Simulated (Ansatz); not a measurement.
# C2H5GeO (SMILES [CH]=[CH][GeH2][OH]) (doublet): what the fields show

```xyz
9

C    -0.1929    1.2417   -1.4888
C     0.3169    0.9170   -0.3390
Ge    0.3165   -0.9344    0.2742
O    -0.6288   -1.0539    1.7828
H    -0.3578    2.1133   -2.1077
H     0.7533    1.6700    0.3264
H     1.7185   -1.3913    0.6972
H    -0.2952   -1.8238   -0.8223
H    -1.5418   -0.7849    1.6602
```

Geometry: PBE0-D4/def2-TZVP.

The calculation used UKS PBE0-D4/def2-TZVPP (Ansatz).

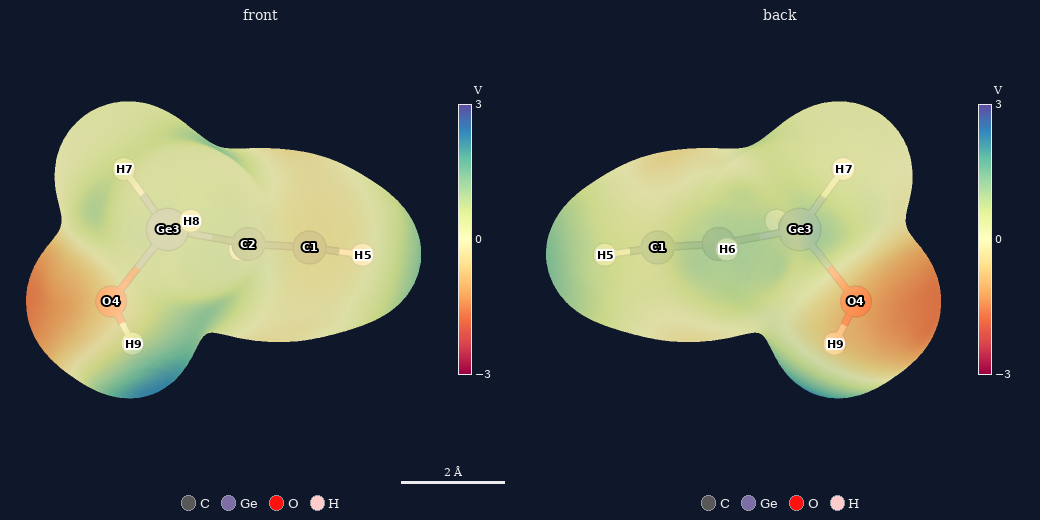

Figure 1. The electrostatic potential painted on the density surface at 0.002 e/bohr³, seen from the front and from behind; the colour scale runs from red (negative) to blue (positive).

Q: Describe the electrostatic potential map.

A: The most negative region (about −1.6 V) lies over O4, the most positive (about +2.3 V) over H9. O4 is the likeliest acceptor of a hydrogen bond.

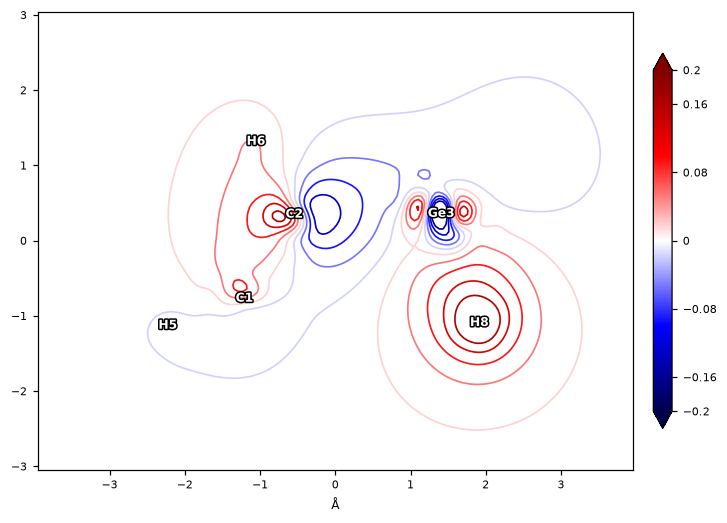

Figure 2. One frontier orbital on the plane of atoms C1, C2 and Ge3 (values in Å⁻³ᐟ²; the overall sign is arbitrary).

Q: Which orbital is it: HOMO (β) or LUMO (β)?

A: The HOMO (β), at −8.21 eV. By Hirshfeld shares it lies mainly on C2 (about 35 %), C1 (about 30 %), O4 (about 15 %) and Ge3 (about 10 %); π-bonding across C2–C1.

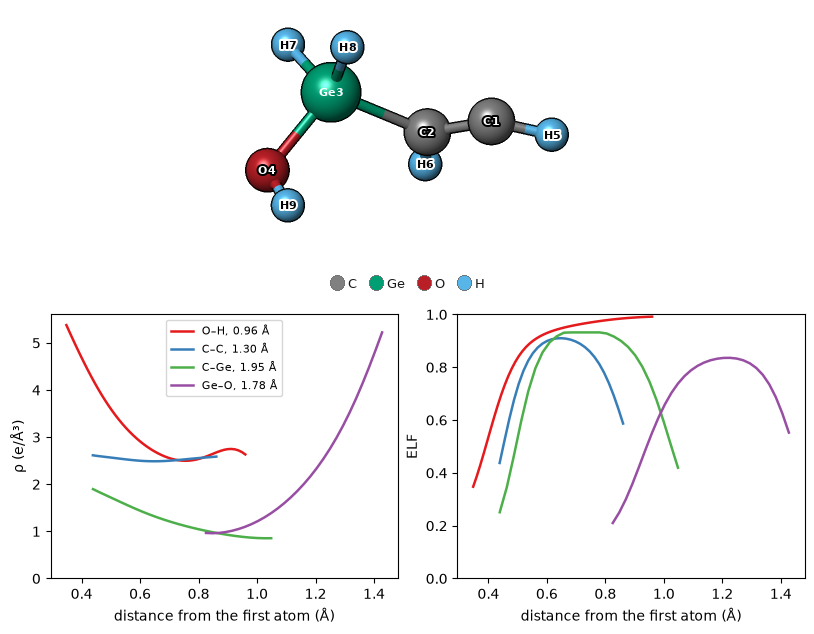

Figure 3. Total electron density and ELF along straight lines between neighbouring atoms. The curves leave out the atomic cores. The structure is drawn too.

Q: What can be read from the curves?

A: O–H (0.96 Å): ρ is about 3.8 e/Å³ halfway; the ELF climbs to about 1 towards the hydrogen, as it does in any bond to H: a covalent bond by its length.
C–C (1.30 Å): ρ is about 2.5 e/Å³ halfway; the ELF peaks at about 0.90 between the atoms (a multiple bond).
C–Ge (1.95 Å): the density is about 0.87 e/Å³ at the midpoint; the ELF peaks at about 0.95 in the valence shell of C, 0.7 Å from its nucleus, and is about 0.70 at the midpoint.
Ge–O (1.78 Å): ρ at the midpoint is about 0.98 e/Å³; the ELF peaks at about 0.85 in the valence shell of O, 0.6 Å from its nucleus, and is about 0.35 at the midpoint.

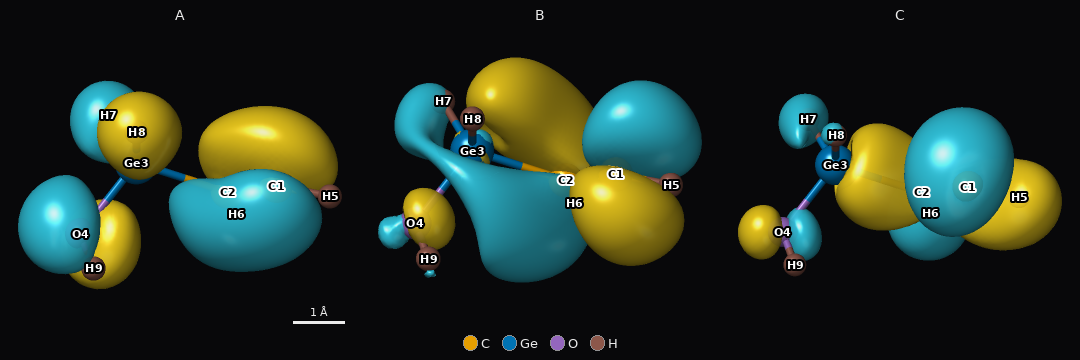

Figure 4. Three frontier orbitals at ±0.08 Å⁻³ᐟ² (yellow and cyan are the two phases), in no order.

Q: Which picture is the HOMO−1, the HOMO and the LUMO? All are α orbitals.

A: A is the HOMO−1 (α) (−8.42 eV). Its weight (Hirshfeld) is mainly on C1 (about 30 %), O4 (about 25 %), C2 (about 25 %) and Ge3 (about 10 %). C is the HOMO (α) (−6.63 eV). By Hirshfeld shares it lies mainly on C1 (about 55 %), C2 (about 15 %), Ge3 (about 10 %), H6 (about 10 %) and H5 (about 10 %). B is the LUMO (α) (−0.65 eV). It lies mainly on C1 (about 35 %), C2 (about 25 %) and Ge3 (about 20 %).

Q: What is the gap between the highest occupied and lowest empty α orbitals?

A: 5.98 eV between the orbital energies.
